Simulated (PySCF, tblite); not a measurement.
# C₆H₆O₂S+ (doublet): geometry, infrared bands and EPR parameters

What infrared bands and EPR parameters should C₆H₆O₂S+ (doublet) (`C[S+]c1ccc(=O)oc1`) show?

Computed with tblite 0.8.0 and PySCF 2.14.0, with density-fitted response routines of our own, on a single molecule in the gas phase. Atoms are numbered from 0 throughout.

## Step 1: Starting geometry

15 atoms, charge 1, multiplicity 2; geometry from: force field or distance geometry start.

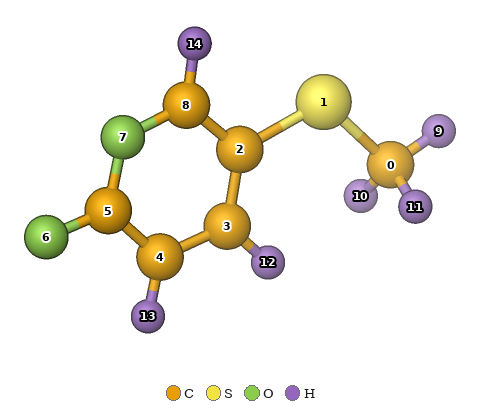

The starting geometry (carbon amber, sulfur yellow, oxygen green, hydrogen purple), atoms numbered; sticks join atoms by distance.

## Step 2: Geometry optimisation with GFN2-xTB

What the job is given:

```
{"job": {"kind": "relax", "xc": "GFN2-xTB", "basis": "xTB"}, "charge": 1, "multiplicity": 2}
C      2.897200    -0.191700    -0.144700
S      1.710700     1.095200     0.323700
C      0.011200     0.575100     0.199000
C     -0.347800    -0.676100    -0.247100
C     -1.701900    -0.973400    -0.299200
C     -2.624500    -0.010400     0.050400
O     -3.860000    -0.250100    -0.005900
O     -2.227900     1.178600     0.463000
C     -0.948800     1.507700     0.546900
H      3.915600     0.215300    -0.102200
H      2.645000    -0.580800    -1.147800
H      2.870100    -1.034100     0.597800
H      0.373800    -1.431300    -0.508800
H     -2.025600    -1.936100    -0.639200
H     -0.691700     2.520100     0.892100
```

Command:

```bash
> OMP_NUM_THREADS=1 python probes_run.py task.json out
```

The driver reads the jobs from task.json and runs them one after another.

Output:

```text
step      E/eV     max force
  0    -728.05683    5.607
  1    -728.38944    4.738
  2    -728.54410    1.488
  3    -728.58097    0.634
  4    -728.60712    0.428
  5    -728.62381    0.471
  6    -728.63463    0.297
  7    -728.64188    0.240
  8    -728.64717    0.245
  9    -728.65132    0.258
 10    -728.65549    0.235
 11    -728.65849    0.139
 12    -728.66107    0.160
 13    -728.66357    0.147
 14    -728.66565    0.165
 15    -728.66720    0.106
 16    -728.66838    0.081
 17    -728.66936    0.099
 18    -728.67018    0.089
 19    -728.67077    0.072
 20    -728.67124    0.070
 21    -728.67175    0.082
 22    -728.67236    0.092
 23    -728.67303    0.084
 24    -728.67371    0.076
 25    -728.67442    0.086
 26    -728.67513    0.061
 27    -728.67577    0.058
 28    -728.67634    0.053
 29    -728.67689    0.068
 30    -728.67737    0.060
 31    -728.67770    0.036
 32    -728.67789    0.027
 33    -728.67800    0.029
 34    -728.67808    0.023
 35    -728.67814    0.014
 36    -728.67816    0.012
 37    -728.67818    0.011
 38    -728.67820    0.015
 39    -728.67823    0.021
 40    -728.67827    0.020
 41    -728.67833    0.021
 42    -728.67838    0.021
 43    -728.67844    0.028
 44    -728.67853    0.043
 45    -728.67865    0.044
 46    -728.67876    0.025
 47    -728.67886    0.023
 48    -728.67894    0.028
 49    -728.67901    0.038
 50    -728.67908    0.031
 51    -728.67912    0.013
 52    -728.67914    0.008
```

Run time: 0.3 s. Hardware: 1 thread of Arm Neoverse V2, shared host.

Relaxation path: (not every step is listed)

```
step  energy from step 0 (eV)  largest force (eV/Å)
   0                   0.0000                5.6066
   1                  -0.3326                4.7382
   2                  -0.4873                1.4879
   3                  -0.5241                0.6341
   4                  -0.5503                0.4282
   5                  -0.5670                0.4710
   6                  -0.5778                0.2968
   7                  -0.5851                0.2404
   8                  -0.5903                0.2454
  11                  -0.6017                0.1388
  14                  -0.6088                0.1652
  17                  -0.6125                0.0985
  20                  -0.6144                0.0697
  23                  -0.6162                0.0842
  26                  -0.6183                0.0610
  29                  -0.6201                0.0685
  32                  -0.6211                0.0269
  35                  -0.6213                0.0136
  38                  -0.6214                0.0148
  41                  -0.6215                0.0210
  44                  -0.6217                0.0425
  47                  -0.6220                0.0231
  48                  -0.6221                0.0281
  49                  -0.6222                0.0378
  50                  -0.6223                0.0311
  51                  -0.6223                0.0131
  52                  -0.6223                0.0078
```

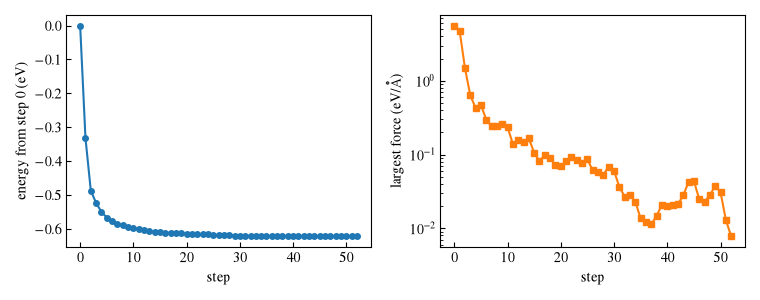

Energy and force, step by step.

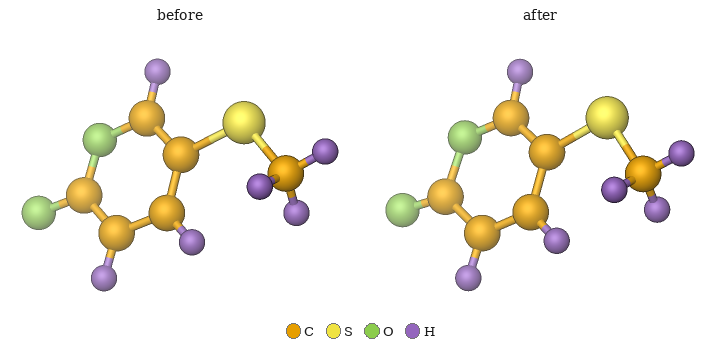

Before and after, at one scale.

Close pairs (by a distance rule), those that changed most:

```csv
bond,before (Å),after (Å),change (Å)
C5–O7,1.320,1.428,+0.108
C4–C5,1.379,1.455,+0.076
C5–O6,1.260,1.186,-0.073
C2–C3,1.376,1.429,+0.053
S1–C2,1.782,1.731,-0.050
O7–C8,1.323,1.287,-0.037
C0–H11,1.123,1.088,-0.036
C3–C4,1.387,1.353,-0.035
```

The next job starts from the end point, and lists it.

## Step 3: Infrared spectrum with GFN2-xTB

What the job is given:

```
{"job": {"kind": "ir", "xc": "GFN2-xTB", "basis": "xTB"}, "charge": 1, "multiplicity": 2}
C      2.764853    -0.205507    -0.144769
S      1.737181     1.181869     0.358804
C      0.112776     0.602808     0.204498
C     -0.282989    -0.701388    -0.224578
C     -1.598049    -1.009489    -0.300216
C     -2.644050    -0.056978     0.038350
O     -3.820139    -0.209890     0.004913
O     -2.158562     1.216916     0.461917
C     -0.904747     1.497846     0.531270
H      3.794385     0.136237    -0.063186
H      2.556666    -0.477943    -1.176920
H      2.611898    -1.052078     0.520719
H      0.458929    -1.439368    -0.487172
H     -1.940125    -1.983567    -0.617051
H     -0.692442     2.508521     0.871510
```

Output:

```text
mode    cm-1     km/mol
  1      60.7      0.92
  2      89.4      4.86
  3     174.3      3.08
  4     185.9      0.01
  5     245.6      1.36
  6     290.1      1.58
  7     328.5      7.42
  8     372.0      1.17
  9     453.7      2.77
 10     455.1      4.93
 11     583.5      3.43
 12     639.7      7.83
 13     681.6      8.34
 14     707.1     92.20
 15     739.6     42.73
 16     826.5     50.61
 17     837.8      6.20
 18     893.9      2.83
 19     917.1     16.84
 20     922.8      0.01
 21     940.1     12.31
 22    1016.2     19.72
 23    1094.8      2.43
 24    1153.4      9.41
 25    1237.5     35.55
 26    1289.2     53.32
 27    1307.6     19.56
 28    1358.8      0.14
 29    1395.3      4.27
 30    1404.2     24.47
 31    1443.0    250.55
 32    1572.4     55.35
 33    1780.8    405.11
 34    3013.5     21.01
 35    3022.0     20.41
 36    3030.8      6.00
 37    3047.9     21.50
 38    3096.5     13.17
 39    3107.2     14.19
```

Wall time 0.45 s (1 thread of Arm Neoverse V2, shared host).

The strongest bands and the atoms that carry them (share of the mass-weighted mode):

| cm⁻¹ | km/mol | atoms |
| --- | --- | --- |
| 707 | 92.2 | O7 40 %, C5 22 %, C4 11 % |
| 740 | 42.7 | C0 53 %, S1 34 % |
| 826 | 50.6 | H12 20 %, H14 18 %, H13 17 %, C5 14 % |
| 1238 | 35.5 | H14 67 %, O7 12 % |
| 1289 | 53.3 | H12 23 %, C2 21 %, O7 19 %, C8 15 % |
| 1443 | 250.6 | C8 49 %, C2 21 % |
| 1572 | 55.4 | C4 44 %, C3 38 % |
| 1781 | 405.1 | C5 60 %, O6 38 % |

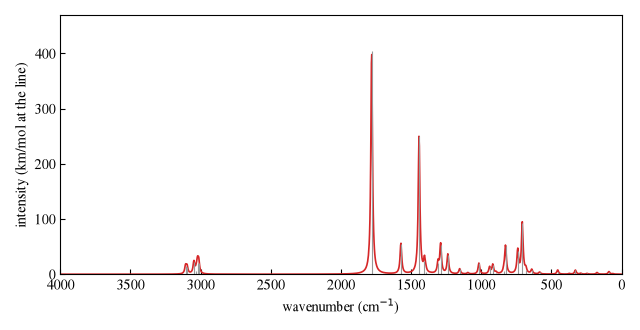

The infrared spectrum from these modes, unscaled. Lines are broadened to a width of 14 cm⁻¹ (Lorentzian).

## Step 4: g tensor and hyperfine couplings: B3LYP/pcH-1

Same as in step 3 but for these lines:

```diff
@@ -1,2 +1,2 @@
-{"job": {"kind": "ir", "xc": "GFN2-xTB", "basis": "xTB"}, "charge": 1, "multiplicity": 2}
+{"job": {"kind": "epr", "basis": "pcH-1"}, "charge": 1, "multiplicity": 2}
 C      2.764853    -0.205507    -0.144769
```

Level: UKS B3LYP, pcH-1 on C H O S, non-relativistic, mean-field spin-orbit, GIAO.

Output:

```text
UKS, coarse grid
  cycle   1  E = -780.39071324  |g| = 7.25e-01
  cycle   2  E = -777.57799717  |g| = 2.08e+00
  cycle   3  E = -780.43194776  |g| = 5.68e-01
  cycle   4  E = -780.58737475  |g| = 1.59e-01
  cycle   5  E = -780.59521631  |g| = 1.07e-01
  cycle   6  E = -780.60016343  |g| = 2.85e-02
  cycle   7  E = -780.60058110  |g| = 7.10e-03
  cycle   8  E = -780.60061658  |g| = 6.05e-03
  cycle   9  E = -780.60064744  |g| = 2.43e-03
  cycle  10  E = -780.60065527  |g| = 2.25e-03
  cycle  11  E = -780.60066164  |g| = 7.44e-04
UKS, final grid
  cycle   1  E = -780.60067882  |g| = 1.27e-03
  cycle   2  E = -780.60067662  |g| = 2.58e-03
  cycle   3  E = -780.60067973  |g| = 2.15e-04
  cycle   4  E = -780.60067977  |g| = 1.28e-04
  cycle   5  E = -780.60067983  |g| = 7.92e-05
  cycle   6  E = -780.60067984  |g| = 2.98e-05
E = -780.60067984 Eh   <S^2> = 0.7610 (exact 0.7500)
g shifts (ppm)      1          2          3
  rmc          -239       -239       -239
  gc             -8         45         51
  oz_so          -8       7010      11615
  total        -256       6816      11427
hyperfine (MHz)  atom isotope    a_iso     a_fc   dipolar eigenvalues
    0   13C      -7.33      -7.45     -1.52     -0.60      2.12
    1   33S      18.81      19.14    -44.35    -41.98     86.33
    2   13C       0.90       0.56    -13.74    -11.71     25.46
    3   13C     -13.73     -13.76    -12.50      5.83      6.67
    4   13C      13.53      13.63    -12.85    -11.66     24.51
    5   13C     -17.51     -17.51     -9.23      2.89      6.34
    6   17O     -10.27     -10.11    -49.73     24.59     25.13
    7   17O      -6.49      -6.61    -28.17     13.75     14.42
    8   13C      15.43      15.45    -23.19    -21.89     45.08
    9    1H      -0.81      -0.85     -2.18     -1.73      3.91
   10    1H      39.66      39.66     -2.50     -1.27      3.77
   11    1H      40.16      40.15     -2.50     -1.30      3.80
   12    1H       4.19       4.17     -2.40     -1.26      3.66
   13    1H     -10.78     -10.77     -5.56     -1.39      6.95
   14    1H     -19.27     -19.29     -8.81     -3.35     12.16
```

It took 2.1 min on 1 thread of Arm Neoverse V2, shared host; peak memory 1.1 GiB.

Principal g values 2.00206, 2.00914, 2.01375; g(iso) = 2.00832, against 2.00232 for a free electron.

Hyperfine couplings; where a row names several nuclei, a(iso) is their mean (it holds for fast rotation or exchange) and the dipolar term the largest among them:

| nuclei | isotope | a(iso) (MHz) | a(iso) (G, at g = 2.0023) | largest dipolar term (MHz) |
| --- | --- | --- | --- | --- |
| H9, H10, H11 | 1H | 26.3 | 9.4 | 3.9 |
| H14 | 1H | -19.3 | -6.9 | 12.2 |
| S1 | 33S | 18.8 | 6.7 | 86.3 |
| C5 | 13C | -17.5 | -6.2 | -9.2 |
| C8 | 13C | 15.4 | 5.5 | 45.1 |
| C3 | 13C | -13.7 | -4.9 | -12.5 |
| C4 | 13C | 13.5 | 4.8 | 24.5 |
| H13 | 1H | -10.8 | -3.8 | 6.9 |
| O6 | 17O | -10.3 | -3.7 | -49.7 |
| C0 | 13C | -7.3 | -2.6 | 2.1 |
| O7 | 17O | -6.5 | -2.3 | -28.2 |
| H12 | 1H | 4.2 | 1.5 | 3.7 |
| C2 | 13C | 0.9 | 0.3 | 25.5 |

Mulliken spin populations:

C0 -0.02; S1 0.42; C2 0.10; C3 -0.09; C4 0.16; C5 -0.05; O6 0.16; O7 0.07; C8 0.24; H9 0.00; H10 0.02; H11 0.02; H12 0.00; H13 -0.01; H14 -0.01

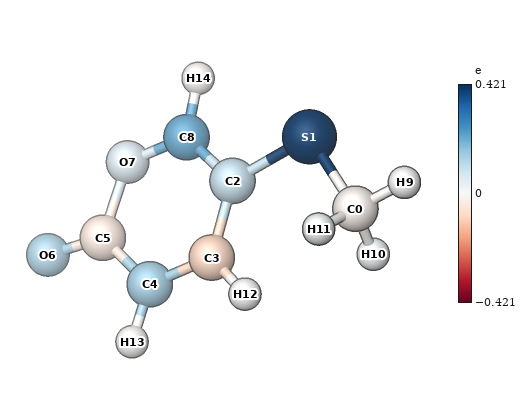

Mulliken spin populations, as colours on the atoms.

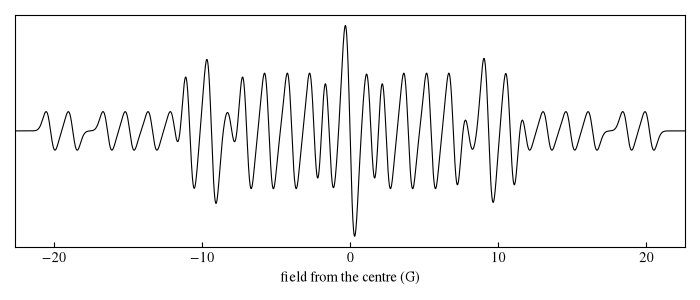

First-order isotropic spectrum (first derivative, main isotopes with spin only, couplings over 0.8 MHz, Gaussian width 0.3 G; couplings of the frozen geometry, rotation of groups not averaged beyond the rows shown).

The fields below are evaluated on a grid from the run's orbitals.

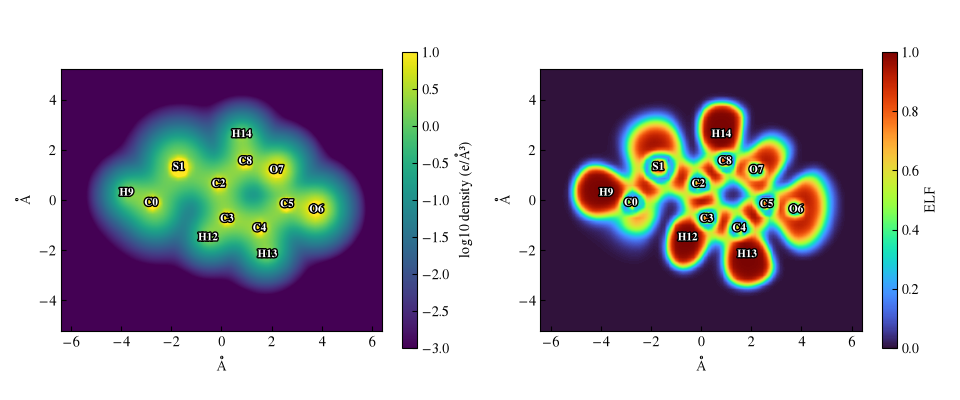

Density (left) and ELF (right) in a plane through or near 13 of the atoms.

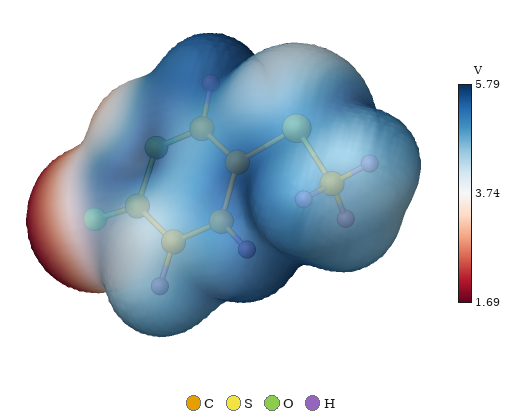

Electrostatic potential on the surface of density 0.002 e/bohr³; red is low, blue high. It runs from 1.69 V near O6 to 5.79 V near H14.

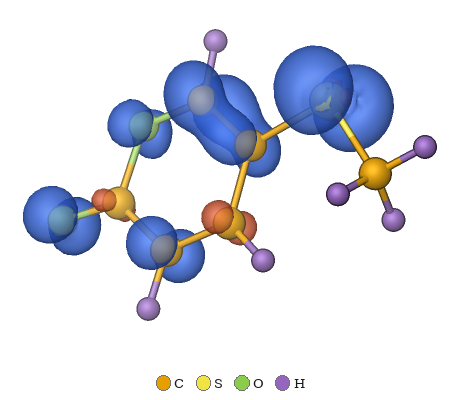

Spin density at ±0.04 e/Å³ (alpha excess blue, beta excess red).

## Step 5: Results

| quantity | value |
| --- | --- |
| strongest single infrared mode (GFN2-xTB) | 1781 cm⁻¹, 405 km/mol |
| zero-point energy (GFN2-xTB) | 65.4 kcal/mol |
| g(iso) (B3LYP) | 2.00832 |
| ⟨S²⟩ | 0.761 (exact 0.75) |
| largest a(iso) (averaged by class) | 1H on H9, H10, H11, 26.3 MHz |

Relaxing lowered the energy by 0.622 eV in 52 steps; the close pair that moved most is C5–O7, from 1.320 to 1.428 Å. All 39 modes are real, so the xTB geometry is a minimum. The strongest single mode, at 1781 cm⁻¹, moves mainly C5 and O6. GFN2-xTB is a fitted tight-binding method: band positions and strengths are rough. Its intensities can rank the bands wrongly. S1 carries the largest spin population, 0.42 e. The isotropic g lies 6.0 ppt above the free-electron value.
